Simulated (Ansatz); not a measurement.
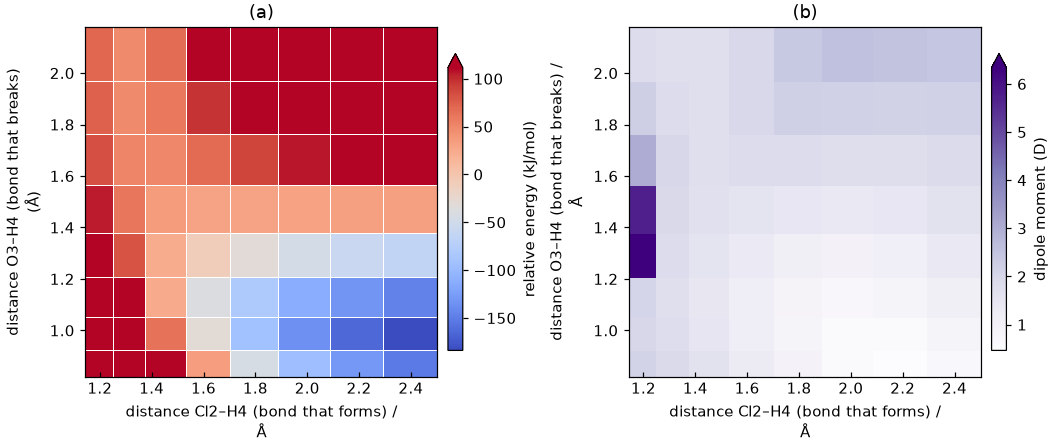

The reacting system Cl₃HOSi (fragments Cl₃HOSi where the first distance is long, Cl₂OSi + ClH where the second is long). 
- The first coordinate is: distance Cl2–H4 (bond that forms); the second: distance O3–H4 (bond that breaks).
- Relaxed at each point: all other coordinates.
- The grid has 8 × 8 points.
- Points are written as (first, second).
- All energies are given in kJ/mol relative to a guessed transition structure relaxed with its forming and breaking bonds held.
- The reference is spin-restricted, so regions where a bond is pulled apart into radicals lie too high.
- These are results of Ansatz 0.2.0, RKS B3LYP-D4/def2-SVP, not measurements.

Panel (a) is the energy; panel (b) is the computed dipole moment, in D.

In the figure: one coloured cell a grid point, one colour for all values above the top of the scale.

Question: How does the dipole moment vary over the map, and what is it at the lowest grid point?

Answer: Leaving out the highest fifth of the energies, it runs from 0.46 D at (2.187 Å, 0.873 Å) to 6.34 D at (1.197 Å, 1.289 Å). At the lowest grid point, (2.397 Å, 0.978 Å), it is 0.86 D. That point lies on the edge of the scan.
